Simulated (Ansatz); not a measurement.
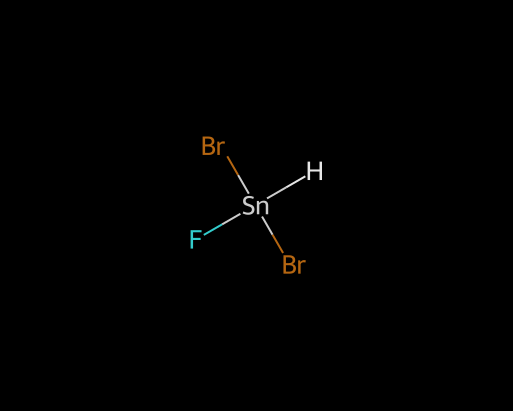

A structural formula.

Question: Transcribe the drawing into SMILES.

Answer: [F][SnH]([Br])[Br]

Question: Give the formula, hydrogens included.

Answer: Br2FHSn.

Question: An optimisation with PBE0-D4/def2-TZVP gave a structure of which point group?

Answer: Cs.

The parts below concern this one geometry. Atoms keep their numbers from picture to picture. The computed structure is the end point of a PBE0-D4/def2-TZVP optimisation.

## Geometry

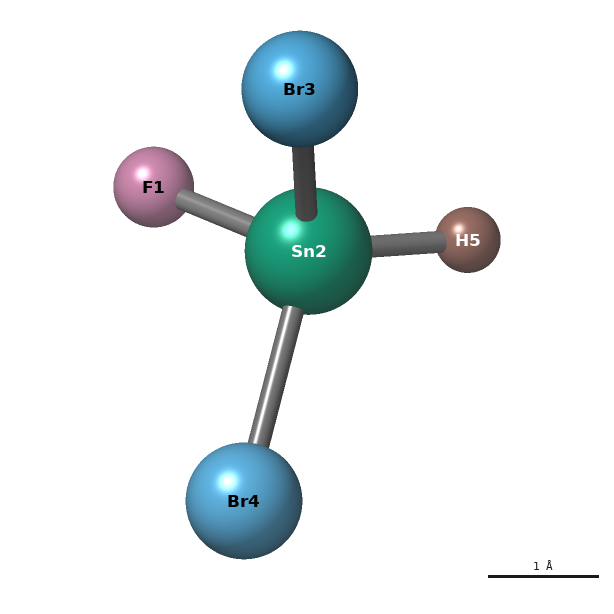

Question: How are the neighbours of atom 2 arranged?

Answer: Sn2 has 4 neighbours (F1 at 1.90, Br3 at 2.44, Br4 at 2.44, H5 at 1.69 Å); the arrangement is tetrahedral.

## Vibrations

Harmonic vibrations computed with RKS PBE0-D4/def2-TZVP, core potentials on Sn (Ansatz 0.2.0) at a stationary point of the same level.

Question: How many vibrational modes are there, and where do they lie?

Answer: 9 modes: 74, 134, 136, 261, 286, 544, 545, 639, 1996 cm⁻¹.

## Levels of theory compared

Program: Ansatz 0.2.0.

Tabulate dipole (D), HOMO–LUMO gap (eV), HOMO energy (eV) at these levels: B3LYP-D4/def2-TZVPP; PBE-D4/def2-TZVPP; r2SCAN-D4/def2-TZVPP; ωB97M-V/def2-TZVPP.

| level | dipole (D) | HOMO–LUMO gap (eV) | HOMO energy (eV) |
| --- | --- | --- | --- |
| B3LYP-D4/def2-TZVPP | 2.28 | 5.89 | −8.63 |
| PBE-D4/def2-TZVPP | 2.14 | 4.30 | −7.61 |
| r2SCAN-D4/def2-TZVPP | 2.24 | 4.84 | −7.97 |
| ωB97M-V/def2-TZVPP | 2.31 | 10.65 | −11.10 |

## Charges

The questions are on Mulliken charges. Properties computed with RKS PBE0-D4/def2-TZVP, core potentials on Sn (Ansatz 0.2.0).

Question: Which atom carries the highest charge (most positive or least negative)?

Answer: Sn2 (1.03 e).

Question: And the lowest?

Answer: F1 (−0.46 e).

List the Mulliken charges.

```
atom  value (e)
  F1      −0.46
 Sn2       1.03
 Br3      −0.29
 Br4      −0.29
  H5       0.01
```

Mulliken values depend strongly on the basis set and can even reverse the polarity of a bond.
